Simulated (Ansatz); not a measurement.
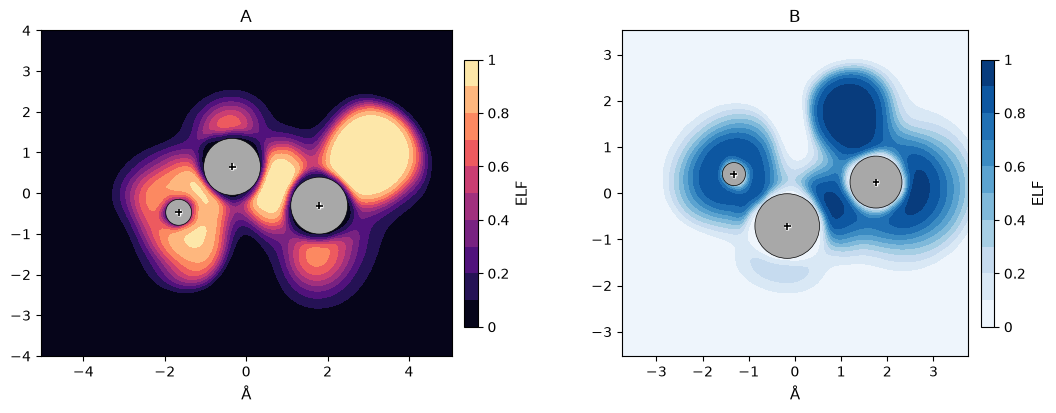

The ELF of 2 systems, each on a plane through atoms (crosses mark nuclei in the plane; grey discs cover the cores).

Computed with RKS PBE0-D4/def2-SVP in Ansatz 0.2.0.

System 1: F2H2SSi···SiH4, the plane of atoms S2, Si1 and F4. Not at a stationary point (largest force 1.2 eV/Å).

```tsv
atom	x (Å)	y (Å)	z (Å)
Si	-1.6810	-0.3130	0.2798
S	-1.2850	1.2572	1.6862
F	-1.2035	0.0681	-1.2170
F	-0.8867	-1.6423	0.7248
H	-3.1264	-0.5995	0.1863
H	0.9023	0.3851	0.4323
Si	1.6614	0.1206	-0.7735
H	-0.2206	0.6161	2.2123
H	1.4134	1.2015	-1.7735
H	1.3089	-1.2136	-1.3383
H	3.1171	0.1197	-0.4192
```

System 2: BrH6NSi2, the plane of atoms N3, Si1 and Si6. Not at a stationary point (largest force 0.7 eV/Å).

```xyz
10

Si   -0.0908    0.0601   -0.7363
Br    1.7307    1.2120   -1.5062
N     0.5153   -1.5492   -0.8572
H     1.3574   -1.5830   -1.4281
H    -1.2396    0.3856   -1.6446
Si   -0.4877    0.8315    1.4399
H    -0.0858   -2.3561   -0.9919
H    -0.6001    2.3225    1.4320
H     0.6593    0.4141    2.3001
H    -1.7588    0.2622    1.9923
```

### Match each panel to its system.

Panel A is system 2, BrH6NSi2: the plane holds Si and N. Si–N (1.72 Å): the ELF peaks at about 0.90 between the atoms: a shared but strongly polarised pair. Panel B is system 1, F2H2SSi···SiH4: the plane holds Si, S and F. Si–F (1.61 Å): the ELF peaks at about 0.85 in the valence shell of F, 0.6 Å from its nucleus, and is about 0.50 at the midpoint.
